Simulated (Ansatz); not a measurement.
## Fields on a plane of Ca3GeO (anti-perovskite)

```
CELL_PARAMETERS angstrom
      4.60486     0.00000     0.00000
      0.00000     4.60486     0.00000
      0.00000     0.00000     4.60486
ATOMIC_POSITIONS crystal
  Ca 0.50000 0.50000 0.00000
  Ca 0.00000 0.50000 0.50000
  Ca 0.50000 0.00000 0.50000
  Ge 0.00000 0.00000 0.00000
  O  0.50000 0.50000 0.50000
```

The slice is a {110} plane (indices of the conventional cell) through the point (0.500, 0.500, 0.500) (fractional), spanned by u = [100] and v = [011] in vectors of this cell: u (4.60 Å) and v (6.51 Å, at 90° to u). It covers one period; positions are fractions (u, v).

Atoms on it: Ca at (0.50, 0.00); Ge at (0.50, 0.50); O at (0.00, 0.00).

These are LDA (plane waves to 420 eV, PAW, scalar-relativistic; Ansatz, an electronic-structure program) values and carry that method's errors. k mesh 7×7×7. These are valence fields of a PAW run, semicore shells included where kept as valence: close to a nucleus they are smooth pseudo fields. At this level the bands of Ca3GeO touch or barely overlap. Ca3GeO was relaxed with its symmetry unable to fall.

```
|xxxxx2xxxxxxxxx2xxxx|
|xxxx530xxxxxxx035xxx|
|xxxx640xxxxxxx046xxx|
|xx7765300xxx0035677x|
|66676654321234566766|
|55667776655566777665|
|55567788877788877655|
|55667888877788887665|
|56678887654567888766|
|677888740xxx04788877|
|8888874xxxxxxx478888|
|8999860xxxxxxx068999|
|999985xxxxxxxxx58999|
|999984xxxxxxxxx48999|
|999985xxxxxxxxx58999|
|8999860xxxxxxx068999|
|8888874xxxxxxx478888|
|677888740xxx04788877|
|56678887654567888766|
|55667888877788887665|
|55567788877788877655|
|55667776655566777665|
|66676654321234566766|
|xx7765300xxx0035677x|
|xxxx640xxxxxxx046xxx|
|xxxx530xxxxxxx035xxx|
|xxxxx2xxxxxxxxx2xxxx|
|xxxxx1xxxxxxxxx1xxxx|
```
Scale: ten equal steps from 0.00 (start of '0') to 8.98 (end of '9'), in the order '0123456789'. Values: electrostatic potential energy of an electron, from the cell's mean, in eV. The map has 20 points along u (one character each, u = 0 at the left) and 28 along v (v = 0 in the bottom row). Points within 1 Å of a nucleus are blanked (x), as the pseudised field means little there. Values under 0 eV are set to 0. The zero, the cell's mean, hangs on the PAW cores.

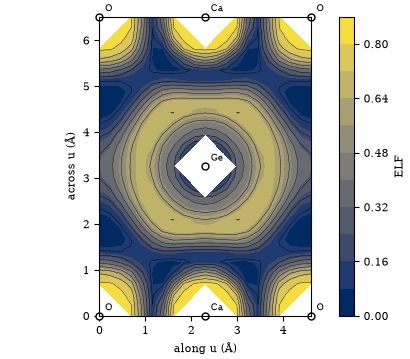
*Electron localisation function (ELF), one period of the plane, atoms marked. Points within 0.5 Å of a nucleus are left white, as the pseudised field means little there.*

Density on the Ca–O line (2.30 Å) at its midpoint: 0.32 e/Å³
ELF at that point: 0.11
